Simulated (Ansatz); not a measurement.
HfO2 (fluorite)

```xyz
3
Lattice="0.0000 2.5292 2.5292 2.5292 0.0000 2.5292 2.5292 2.5292 0.0000" Properties=species:S:1:pos:R:3 pbc="T T T"
Hf     0.0000     0.0000     0.0000
O      1.2646     1.2646     1.2646
O      3.7938     3.7938     3.7938
```

This relaxed cell (volume V₀) is scaled evenly in all directions, its shape held. Symmetry pins the atoms to their sites.

These are r2SCAN (plane waves to 500 eV, PAW, scalar-relativistic; Ansatz, a program for electronic structure) values and carry that method's errors. k mesh 11×11×11 (Γ-centred), Fermi-Dirac smearing 0.05 eV. The energy includes the smearing's −TS. HfO2 is run without spin polarisation. HfO2 was relaxed with its symmetry unable to fall. Spin-orbit coupling is left out, though Hf is heavy. This is a high-temperature form of HfO2. The zero of ΔE is the relaxed starting cell.

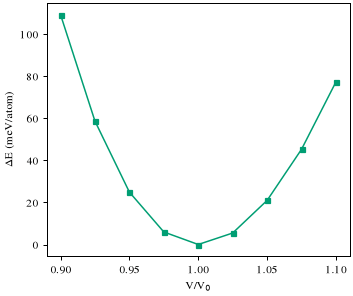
Fig. 1. ΔE (meV/atom) against V/V₀; markers are the computed points, lines only join them.

What is ΔE at V/V₀ = 1.100?

About 77 meV/atom.

What is ΔE at V/V₀ = 0.900?

About 110 meV/atom.

What bulk modulus B₀ follows from a third-order Birch-Murnaghan fit?

About 270 GPa.

(A scan under strain: stresses follow from slopes of the energy per volume, elastic moduli from its curvatures.)
